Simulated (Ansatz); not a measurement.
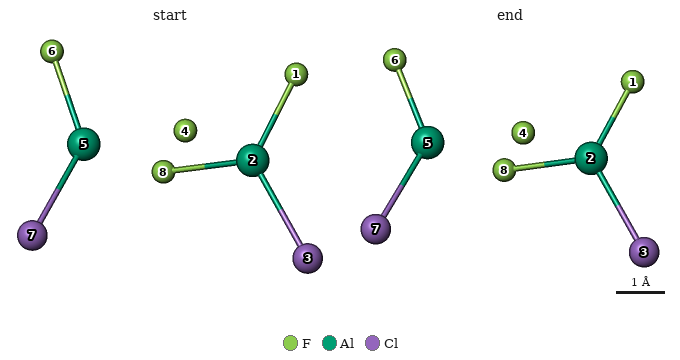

The structure of Al$_{2}$Cl$_{2}$F$_{4}$ before (left) and after (right) a relaxation, at one scale.

The picture is a ball-and-stick view, seen at a tilt.

All numbers below come from Ansatz 0.2.0, RKS B3LYP-d4/def2-SVP.

Input
```yaml
crystal:
  periodic: [false, false, false]
  atoms:
    - {symbol: F, position_ang: [-0.238986, -1.522061, 2.944442]}
    - {symbol: Al, position_ang: [0.823953, -1.074823, 1.140648]}
    - {symbol: Cl, position_ang: [2.852833, -2.158523, 0.402918]}
    - {symbol: F, position_ang: [-0.817664, -1.055865, -0.594009]}
    - {symbol: Al, position_ang: [-0.874801, 1.341628, -0.993678]}
    - {symbol: F, position_ang: [-2.610378, 2.105363, 0.015318]}
    - {symbol: Cl, position_ang: [0.053885, 1.620825, -3.306232]}
    - {symbol: F, position_ang: [0.759245, 1.026406, 0.789975]}
basis:
  gaussian: {orbitals: def2-SVP}
hamiltonian: {xc: {name: B3LYP}, dispersion: d4, pseudopotentials: {relativity: scalar}}
accuracy: high
relax: {f_tol: 0.001, max_steps: 2}
```

Run as
```bash
ansatz run in.yaml --threads 4 --pin off --events-out ev --progress --plain --max-ram 11315MiB
```

### Summarise the run.

The relaxation stopped without meeting its thresholds, so the last structure isn't shown to be converged. The input was poor on purpose: steps. The atom that moves furthest after the best rigid fit is F6 (0.19 Å). Largest moves by element: F 0.19 Å, Cl 0.18 Å, Al 0.09 Å. Near-neighbour distances that change, for instance: F4–Al5 2.431 → 2.234 Å, F1–Al2 2.141 → 1.944 Å, Al5–F6 2.148 → 1.954 Å, Al2–F4 2.388 → 2.245 Å. Bond angles that change, for instance: F6–Al5–Cl7 133.9° → 130.3°, F1–Al2–F8 109.2° → 111.5°. Over 1 geometry step the energy falls by 96.9 kcal/mol. The largest force component goes from 4.3 to 4.1 eV/Å. Cost: 14 s on 4 threads of Arm Neoverse V2, with other jobs on the host.
